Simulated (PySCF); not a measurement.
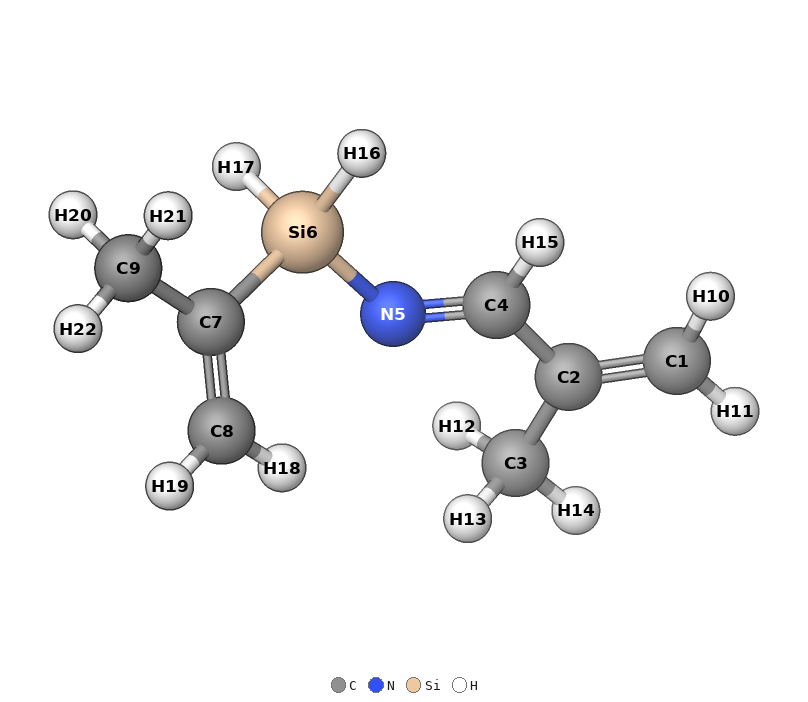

The computed structure is the end point of a PBE0-D3(BJ)/def2-SVP optimisation. No frequency run is at hand to confirm it as a minimum. Level of theory: delta-SCF UKS SCAN, pcX-2 on the ionised atom, pcseg-1 elsewhere, spin-free X2C (PySCF 2.14.0).

Give the core-electron binding energies (to vacuum; p and d levels without spin–orbit splitting) of C1 1s, C2 1s, C3 1s, C4 1s, N5 1s, Si6 1s, Si6 2p, C7 1s, C8 1s, C9 1s.

```tsv
atom	level	binding energy (eV)
C1	1s	290.1
C2	1s	290.7
C3	1s	290.7
C4	1s	291.7
N5	1s	403.5
Si6	1s	1846.1
Si6	2p	106.5
C7	1s	289.8
C8	1s	289.8
C9	1s	290.6
```
